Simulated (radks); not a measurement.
**Ge⁴⁻ held by a Watson sphere**

Aim: the size and levels of Ge⁴⁻ inside a shell of charge +4 and radius R, which stands for the Madelung well of a crystal, for several R.

Method: scalar-relativistic Kohn-Sham, LB94 model potential, spin-polarised, spherical densities, finite nucleus. Code: radks (a radial shooting solver on a logarithmic mesh, Libxc functionals) version 1.

### Step 1. The system

| Property | Result |
| --- | --- |
| element | germanium (Z = 32) |
| charge | -4 |
| electrons | 36 |
| configuration | [Kr] |
| nuclear rms radius | 4.0742 fm |

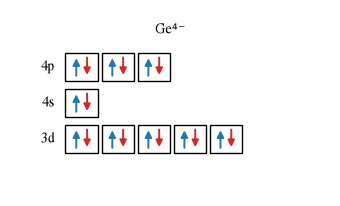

The shells outside the core, filled by Hund's rule for the drawing.

LB94 adds a gradient term to the LDA potential that gives it a −1/r tail. It is a model potential with no energy functional, so Etot and Exc are not given.

### Step 2. R = 2.49 bohr

Input:

```text
Z 32
configuration [Kr]
relativity scalar-relativistic
functional lda,pw
model_potential LB94
spin polarised
nucleus finite rms 4.0742 fm
c 137.035999084
watson charge 4 radius 2.49 bohr
response adiabatic LDA kernel
```

### Step 3. R = 3.16 bohr

Input: that of step 2 with these lines changed.

```diff
@@ -8,3 +8,3 @@
 c 137.035999084
-watson charge 4 radius 2.49 bohr
+watson charge 4 radius 3.16 bohr
 response adiabatic LDA kernel
```

### Step 4. R = 3.48 bohr

Input: that of step 3 with these lines changed.

```diff
@@ -8,3 +8,3 @@
 c 137.035999084
-watson charge 4 radius 3.16 bohr
+watson charge 4 radius 3.48 bohr
 response adiabatic LDA kernel
```

### Step 5. R = 3.52 bohr

Input: that of step 4 with these lines changed.

```diff
@@ -8,3 +8,3 @@
 c 137.035999084
-watson charge 4 radius 3.48 bohr
+watson charge 4 radius 3.52 bohr
 response adiabatic LDA kernel
```

### Step 6. R = 3.62 bohr

Input: that of step 5 with these lines changed.

```diff
@@ -8,3 +8,3 @@
 c 137.035999084
-watson charge 4 radius 3.52 bohr
+watson charge 4 radius 3.62 bohr
 response adiabatic LDA kernel
```

### Step 7. R = 3.7 bohr

Input: that of step 6 with these lines changed.

```diff
@@ -8,3 +8,3 @@
 c 137.035999084
-watson charge 4 radius 3.62 bohr
+watson charge 4 radius 3.7 bohr
 response adiabatic LDA kernel
```

### Step 8. R = 4.02 bohr

Input: that of step 7 with these lines changed.

```diff
@@ -8,3 +8,3 @@
 c 137.035999084
-watson charge 4 radius 3.7 bohr
+watson charge 4 radius 4.02 bohr
 response adiabatic LDA kernel
```

### Step 9. R = 4.59 bohr

Input: that of step 8 with these lines changed.

```diff
@@ -8,3 +8,3 @@
 c 137.035999084
-watson charge 4 radius 4.02 bohr
+watson charge 4 radius 4.59 bohr
 response adiabatic LDA kernel
```

### Step 10. R = 5.08 bohr

Input: that of step 9 with these lines changed.

```diff
@@ -8,3 +8,3 @@
 c 137.035999084
-watson charge 4 radius 4.59 bohr
+watson charge 4 radius 5.08 bohr
 response adiabatic LDA kernel
```

What does the calculation give? Wanted: for each run, R; highest level; its <r>; sum of <r²>; α.

As calculated:

| R (bohr) | highest level (eV) | its <r> (bohr) | sum of <r²> (bohr²) | α (bohr³) |
| --- | --- | --- | --- | --- |
| 2.49 | -10.652 | 2.695 | 71.87 | 49.56 |
| 3.16 | -8.844 | 3.064 | 88.25 | 85.86 |
| 3.48 | -8.099 | 3.240 | 96.68 | 111.0 |
| 3.52 | -8.011 | 3.262 | 97.77 | 114.5 |
| 3.62 | -7.798 | 3.317 | 100.5 | 123.9 |
| 3.7 | -7.633 | 3.361 | 102.7 | 131.9 |
| 4.02 | -7.020 | 3.536 | 111.9 | 168.5 |
| 4.59 | -6.099 | 3.845 | 129.4 | 255.0 |
| 5.08 | -5.455 | 4.105 | 145.8 | 355.5 |

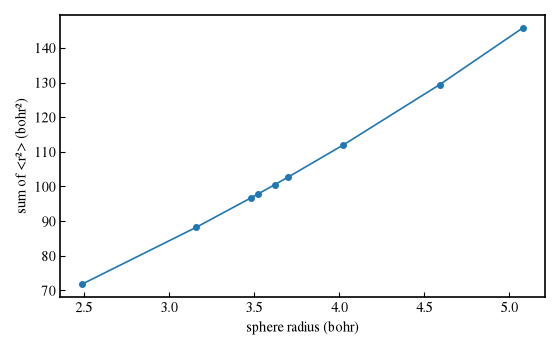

Size of the ion against the radius of the sphere.

In words: From R = 2.49 to 5.08 bohr the top level moves from -10.652 to -5.455 eV and its mean radius from 2.70 to 4.11 bohr. A wider sphere makes a shallower well, so the ion swells. The polarisability goes from 49.6 to 356 bohr³. Response by self-consistent Sternheimer equations with the Hartree and adiabatic LDA kernel, the relativistic mass of each level held fixed and spin-orbit coupling left out. The sphere does not respond.
